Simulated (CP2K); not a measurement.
# SiH3F (SMILES F[SiH3]): wB97X/def2-TZVPP

Aim: the energy change on altering one bond length of SiH3F at wB97X/def2-TZVPP, from 2 runs. 

The calculation is run with CP2K 2026.2.

## Step 1: The structure to begin with

SiH3F: 5 atoms, total charge 0, spin state singlet. As SMILES, `F[SiH3]`. The coordinates come from a PBE0-D4/def2-TZVP relaxation.

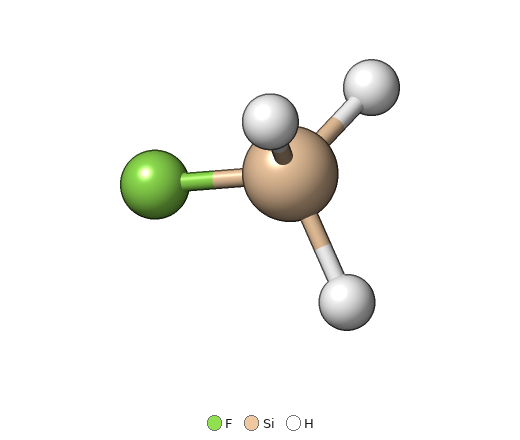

The structure, seen from a chosen angle (fluorine green, silicon light orange, hydrogen white).

## Step 2: A single-point energy at wB97X/def2-TZVPP

Input file gas.inp:

```
&FORCE_EVAL
   METHOD QUICKSTEP
   &DFT
      BASIS_SET_FILE_NAME ./def2_tzvpp.basis
      POTENTIAL_FILE_NAME POTENTIAL
      CHARGE 0
      MULTIPLICITY 1
      &QS
         METHOD GAPW
         EPS_DEFAULT 1.0E-10
      &END
      &MGRID
         CUTOFF 280
         REL_CUTOFF 50
         NGRIDS 4
      &END
      &POISSON
         PERIODIC NONE
         POISSON_SOLVER MULTIPOLE
      &END
      &SCF
         SCF_GUESS ATOMIC
         EPS_SCF 1.0E-07
         MAX_SCF 150
         ADDED_MOS 10
         &DIAGONALIZATION
            ALGORITHM STANDARD
         &END
         &MIXING
            METHOD DIRECT_P_MIXING
            ALPHA 0.4
         &END
      &END
      &XC
         &XC_FUNCTIONAL
            &HYB_GGA_XC_WB97X
            &END
         &END
         &HF
            FRACTION 1.0
            &SCREENING
               EPS_SCHWARZ 1.0E-10
               SCREEN_ON_INITIAL_P F
            &END
            &INTERACTION_POTENTIAL
               POTENTIAL_TYPE MIX_CL
               SCALE_COULOMB 0.157706
               SCALE_LONGRANGE 0.842294
               OMEGA 0.3
            &END
            &MEMORY
               MAX_MEMORY 1050
            &END
         &END
      &END
      &PRINT
         &MOMENTS
            PERIODIC F
            REFERENCE COM
            MAX_MOMENT 1
         &END
         &MO ON
            ENERGIES T
            OCCUPATION_NUMBERS T
            NDIGITS 6
            &EACH
               QS_SCF 0
            &END
            ADD_LAST NUMERIC
         &END
         &LOWDIN ON
         &END
         &HIRSHFELD OFF
         &END
      &END
   &END
   &SUBSYS
      &CELL
         ABC [angstrom] 9.2 9.4 9.3
         PERIODIC NONE
      &END
      &COORD
         F     -1.274600     0.162800     0.858000
         Si     0.043300    -0.019300    -0.030700
         H     -0.367800    -0.192600    -1.443700
         H      0.768600    -1.217900     0.451600
         H      0.880500     1.193400     0.123400
      &END
      &TOPOLOGY
         &CENTER_COORDINATES
         &END
      &END
      &KIND F
         BASIS_SET def2-TZVPP
         POTENTIAL ALL
         LEBEDEV_GRID 194
         RADIAL_GRID 100
      &END
      &KIND Si
         BASIS_SET def2-TZVPP
         POTENTIAL ALL
         LEBEDEV_GRID 194
         RADIAL_GRID 100
      &END
      &KIND H
         BASIS_SET def2-TZVPP
         POTENTIAL ALL
         LEBEDEV_GRID 194
         RADIAL_GRID 100
      &END
   &END
&END
&GLOBAL
   PROJECT_NAME gas
   RUN_TYPE ENERGY
   PRINT_LEVEL MEDIUM
&END
```

On the command line:

```bash
$ OMP_NUM_THREADS=1 cp2k.psmp -i gas.inp > gas.out 2>&1
```

Standard output:

```text
CP2K| version string:                                       CP2K version 2026.2
[...]
 GLOBAL| Method name                                                        CP2K
[...]
 GLOBAL| Run type                                                         ENERGY
[...]
 DFT| Spin restricted Kohn-Sham (RKS) calculation                            RKS
 DFT| Multiplicity                                                             1
[...]
 DFT| Charge                                                                   0
[...]
 FUNCTIONAL| HYB_GGA_XC_WB97X:
[...]
 QS| Method:                                                                GAPW
[...]
 QS| Density cutoff [a.u.]:                                                140.0
[...]
 QS| Relative density cutoff [a.u.]:                                        25.0
[...]
                             - Atoms:                                          5
[...]
                             - Spherical basis functions:                    115
[...]
 Number of electrons:                                                         26
[...]
     1 P_Mix/Diag. 0.40E+00    6.0     0.48038604      -391.2127309504 -3.91E+02
[...]
    14 DIIS/Diag.  0.24E-06    1.1     0.00000005      -391.2176827575 -8.47E-12
  *** SCF run converged in    14 steps ***
[...]
  Overlap energy of the core charge distribution:               0.00000013501092
  Self energy of the core charge distribution:               -234.45521880613390
  Core Hamiltonian energy:                                   -164.95830480759943
  Hartree energy:                                              58.02958630147618
  Exchange-correlation energy:                                 -6.59480180550167
  Hartree-Fock Exchange energy:                                -8.47282361220916
[...]
                     Mulliken Population Analysis
 #  Atom  Element  Kind  Atomic population                           Net charge
       1     F        1          9.327763                             -0.327763
       2     Si       2         13.538626                              0.461374
       3     H        3          1.044025                             -0.044025
       4     H        3          1.044927                             -0.044927
       5     H        3          1.044659                             -0.044659
 # Total charge                             26.000000                 -0.000000
[...]
  Dipole moment [Debye]
    X=  0.1066966E+01 Y= -0.1472150E+00 Z= -0.7204732E+00  Total=      1.2958284
 ENERGY| Total FORCE_EVAL ( QS ) energy [hartree]           -391.217682757537659
[...]
```

Run time: 21 s. Hardware: 1 thread of Arm Neoverse V2, shared host; peak memory 0.6 GiB.

## Step 3: The distorted shape

Input file run.inp:

```
&GLOBAL
  PROJECT_NAME run
  RUN_TYPE ENERGY
  PRINT_LEVEL MEDIUM
&END GLOBAL
&FORCE_EVAL
  METHOD Quickstep
  &DFT
    BASIS_SET_FILE_NAME ./def2_tzvpp.basis
    POTENTIAL_FILE_NAME POTENTIAL
    # Quickstep
    &QS
      METHOD GAPW
      EPS_DEFAULT 1.0E-10
    &END QS
    # plane-wave cutoff in Ry
    &MGRID
      CUTOFF 280
      REL_CUTOFF 50
      NGRIDS 4
    &END MGRID
    # cluster boundary conditions
    &POISSON
      PERIODIC NONE
      POISSON_SOLVER MULTIPOLE
    &END POISSON
    # SCF settings
    &SCF
      SCF_GUESS ATOMIC
      EPS_SCF 1.0E-07
      MAX_SCF 80
      ADDED_MOS 10
      &DIAGONALIZATION
        ALGORITHM STANDARD
      &END DIAGONALIZATION
      &MIXING
        METHOD DIRECT_P_MIXING
        ALPHA 0.4
      &END MIXING
    &END SCF
    &XC
      &XC_FUNCTIONAL
        &HYB_GGA_XC_WB97X
        &END HYB_GGA_XC_WB97X
      &END XC_FUNCTIONAL
      &HF
        FRACTION 1.0
        &SCREENING
          EPS_SCHWARZ 1.0E-10
        &END SCREENING
        &INTERACTION_POTENTIAL
          POTENTIAL_TYPE MIX_CL
          SCALE_COULOMB 0.157706
          SCALE_LONGRANGE 0.842294
          OMEGA 0.3
        &END INTERACTION_POTENTIAL
        &MEMORY
          MAX_MEMORY 1050
        &END MEMORY
      &END HF
    &END XC
    # extra output
    &PRINT
      &MOMENTS
        PERIODIC F
        REFERENCE COM
        MAX_MOMENT 1
      &END MOMENTS
      &MO ON
        ENERGIES T
        OCCUPATION_NUMBERS T
        NDIGITS 6
        &EACH
          QS_SCF 0
        &END EACH
        ADD_LAST NUMERIC
      &END MO
      &LOWDIN ON
      &END LOWDIN
      &HIRSHFELD OFF
      &END HIRSHFELD
    &END PRINT
  &END DFT
  # structure
  &SUBSYS
    &CELL
      ABC 9.2 9.4 11
      PERIODIC NONE
    &END CELL
    &COORD
      F     -0.781271     0.370764     2.553632
      Si     0.536629     0.188664     1.664932
      H     -0.367800    -0.192600    -1.443700
      H      1.261929    -1.009936     2.147232
      H      1.373829     1.401364     1.819032
    &END COORD
    &TOPOLOGY
      &CENTER_COORDINATES
      &END CENTER_COORDINATES
    &END TOPOLOGY
    &KIND F
      BASIS_SET def2-TZVPP
      POTENTIAL ALL
      LEBEDEV_GRID 194
      RADIAL_GRID 100
    &END KIND
    &KIND Si
      BASIS_SET def2-TZVPP
      POTENTIAL ALL
      LEBEDEV_GRID 194
      RADIAL_GRID 100
    &END KIND
    &KIND H
      BASIS_SET def2-TZVPP
      POTENTIAL ALL
      LEBEDEV_GRID 194
      RADIAL_GRID 100
    &END KIND
  &END SUBSYS
&END FORCE_EVAL
```

On the command line:

```bash
$ OMP_NUM_THREADS=1 cp2k.psmp -i run.inp -o run.out
```

Standard output, cut to the lines that bear on the results:

```text
CP2K| version string:                                       CP2K version 2026.2
[...]
 GLOBAL| Method name                                                        CP2K
[...]
 GLOBAL| Run type                                                         ENERGY
[...]
 DFT| Spin restricted Kohn-Sham (RKS) calculation                            RKS
 DFT| Multiplicity                                                             1
[...]
 DFT| Charge                                                                   0
[...]
 FUNCTIONAL| HYB_GGA_XC_WB97X:
[...]
 QS| Method:                                                                GAPW
[...]
 QS| Density cutoff [a.u.]:                                                140.0
[...]
 QS| Relative density cutoff [a.u.]:                                        25.0
[...]
                             - Atoms:                                          5
[...]
                             - Spherical basis functions:                    115
[...]
 Number of electrons:                                                         26
[...]
     1 P_Mix/Diag. 0.40E+00    5.9     0.46351102      -390.9527137294 -3.91E+02
[...]
    15 DIIS/Diag.  0.42E-06    1.2     0.00000006      -391.0318569495 -1.71E-13
  *** SCF run converged in    15 steps ***
[...]
  Overlap energy of the core charge distribution:               0.00000010054114
  Self energy of the core charge distribution:               -234.45521880613390
  Core Hamiltonian energy:                                   -165.27677467603084
  Hartree energy:                                              58.36995340529583
  Exchange-correlation energy:                                 -6.46052025368574
  Hartree-Fock Exchange energy:                                -8.39112866190808
[...]
                     Mulliken Population Analysis
 #  Atom  Element  Kind  Atomic population                           Net charge
       1     F        1          9.273286                             -0.273286
       2     Si       2         13.558416                              0.441584
       3     H        3          1.194437                             -0.194437
       4     H        3          0.987314                              0.012686
[...]
  Dipole moment [Debye]
    X=  0.1982985E+01 Y=  0.2281803E+00 Z=  0.2313474E+01  Total=      3.0555616
 ENERGY| Total FORCE_EVAL ( QS ) energy [hartree]           -391.031856949543567
[...]
```

It took 24 s on 1 thread of Arm Neoverse V2, shared host; peak memory 0.67 GiB.

## Step 4: What came out

At wB97X/def2-TZVPP:

| quantity | value |
| --- | --- |
| first shape: total energy | -391.21768 Eh |
| first shape: dipole moment | 1.30 D |
| first shape: HOMO energy | -12.26 eV |
| first shape: LUMO energy | 1.99 eV |
| first shape: HOMO–LUMO gap | 14.25 eV |
| distorted shape: total energy | -391.03186 Eh |
| distorted shape: dipole moment | 3.06 D |
| distorted shape: HOMO energy | -8.63 eV |
| distorted shape: LUMO energy | -2.07 eV |
| distorted shape: HOMO–LUMO gap | 6.56 eV |
| energy change with the Si2–H3 bond stretched from 1.482 to 3.260 Å | 5.057 eV |

In words: With the Si2–H3 bond stretched from 1.482 to 3.260 Å the energy rises by 5.06 eV (117 kcal/mol). The first shape isn't relaxed at this level, so the change isn't measured from a minimum. A restricted reference can't describe the breaking bond well at this length.
